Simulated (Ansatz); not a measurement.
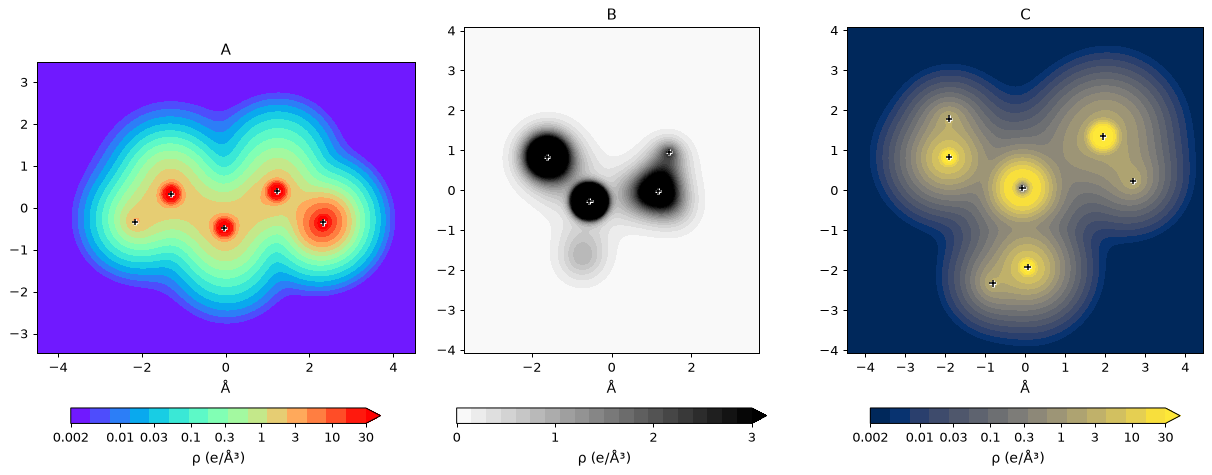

The total electron density of 3 systems, each on a plane through atoms (crosses mark nuclei in the plane).

All numbers below come from isolated molecule in a Gaussian basis; Kohn-Sham density functional theory, functional PBE0 (Ansatz 0.2.0).

System 1: H$_{3}$InO$_{2}$S (SMILES [OH][In]([OH])[SH]), the molecular plane. Geometry: PBE0-D4/def2-SVP; core potentials replace the inner electrons of In.

```json
{"atom": "In", "x (Å)": "0.0185", "y (Å)": "0.0902", "z (Å)": "-0.0169"}
{"atom": "O", "x (Å)": "-0.0222", "y (Å)": "1.8815", "z (Å)": "-0.8897"}
{"atom": "O", "x (Å)": "-1.1043", "y (Å)": "-1.3222", "z (Å)": "-0.8548"}
{"atom": "S", "x (Å)": "1.2966", "y (Å)": "-0.4584", "z (Å)": "1.9233"}
{"atom": "H", "x (Å)": "0.5392", "y (Å)": "2.5250", "z (Å)": "-0.4421"}
{"atom": "H", "x (Å)": "-1.5718", "y (Å)": "-0.9832", "z (Å)": "-1.6279"}
{"atom": "H", "x (Å)": "0.8440", "y (Å)": "-1.7330", "z (Å)": "1.9082"}
```

System 2: FH$_{5}$N$_{2}$OSi, the plane of atoms N2, Si5 and O4. Geometry: B3LYP/6-31G*.

```xyz
10

F     0.9898   -2.1734    0.4860
N    -1.3665   -1.1678   -0.1721
N     0.6607    0.3681    1.0742
O     1.0054   -0.3370   -1.6075
Si    0.3403   -0.9575   -0.3721
H    -1.6832   -2.0480    0.2210
H    -1.9273   -0.9325   -0.9837
H     1.1896   -0.0208    1.8562
H    -0.2298    0.7299    1.4177
H     1.1982    1.1265    0.6514
```

System 3: C$_{3}$H$_{4}$F$_{4}$, the plane of atoms C2, C3 and F5. Geometry: PBE0-D4/def2-SVP.

```json
{"atom": "C", "x (Å)": "-2.2138", "y (Å)": "1.1884", "z (Å)": "0.6046"}
{"atom": "C", "x (Å)": "-2.7113", "y (Å)": "1.6134", "z (Å)": "-0.7522"}
{"atom": "C", "x (Å)": "-2.7595", "y (Å)": "0.4636", "z (Å)": "-1.7488"}
{"atom": "F", "x (Å)": "-3.9803", "y (Å)": "2.1194", "z (Å)": "-0.6555"}
{"atom": "F", "x (Å)": "-3.2271", "y (Å)": "0.8675", "z (Å)": "-2.9257"}
{"atom": "F", "x (Å)": "-1.5284", "y (Å)": "-0.0231", "z (Å)": "-1.9370"}
{"atom": "F", "x (Å)": "-3.5333", "y (Å)": "-0.5309", "z (Å)": "-1.3181"}
{"atom": "H", "x (Å)": "-2.2131", "y (Å)": "2.0526", "z (Å)": "1.2821"}
{"atom": "H", "x (Å)": "-2.8717", "y (Å)": "0.4120", "z (Å)": "1.0199"}
{"atom": "H", "x (Å)": "-1.1919", "y (Å)": "0.7911", "z (Å)": "0.5360"}
{"atom": "H", "x (Å)": "-2.0606", "y (Å)": "2.3859", "z (Å)": "-1.1977"}
```

Match each panel to its system.

Answer. Panel A is system 3, C$_{3}$H$_{4}$F$_{4}$: the plane holds C, F and H. C–F (1.33 Å): ρ at the midpoint is about 2.4 e/Å³. Panel B is system 2, FH$_{5}$N$_{2}$OSi: the plane holds N, O, Si and H. Si–O (1.53 Å): ρ at the midpoint is about 1.5 e/Å³. Panel C is system 1, H$_{3}$InO$_{2}$S: the plane holds In, O, S and H. In–O (1.99 Å): the density is about 0.78 e/Å³ at the midpoint.
